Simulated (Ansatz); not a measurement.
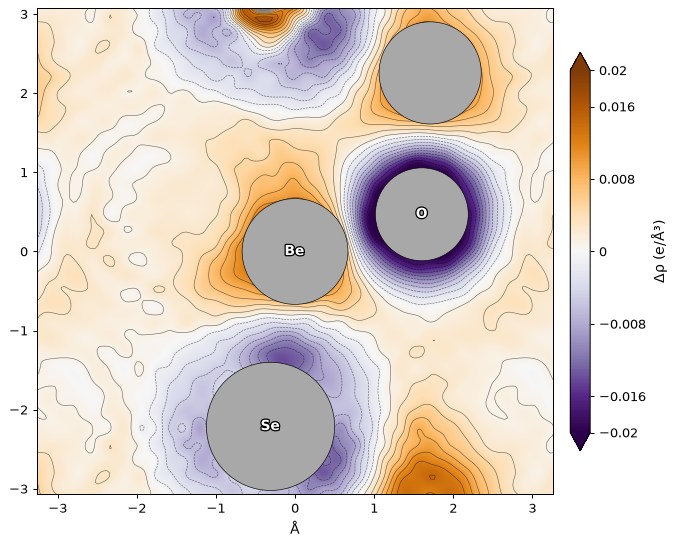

Be₃Se₂O. Difference of the valence pseudo-densities of two functionals at the same geometry, on the (010) plane of the calculation cell: one of PBE and r2SCAN less the other.

Both computed with Ansatz (plane waves, PAW), on the same k-point mesh. Grey discs cover the atomic cores.

> Which was subtracted from which, and what does the map show?

It is PBE less r2SCAN. Against r2SCAN, PBE gives more density around Be (+0.004 e/Å³ on average at 0.9 Å from the nucleus), less density around Se (−0.008 e/Å³ on average at 1.0 Å from the nucleus), less density around O (−0.015 e/Å³ on average at 0.7 Å from the nucleus) and a change of −0.009 e/Å³ at the midpoint of Be–O and −0.010 e/Å³ at the midpoint of Be–Se.
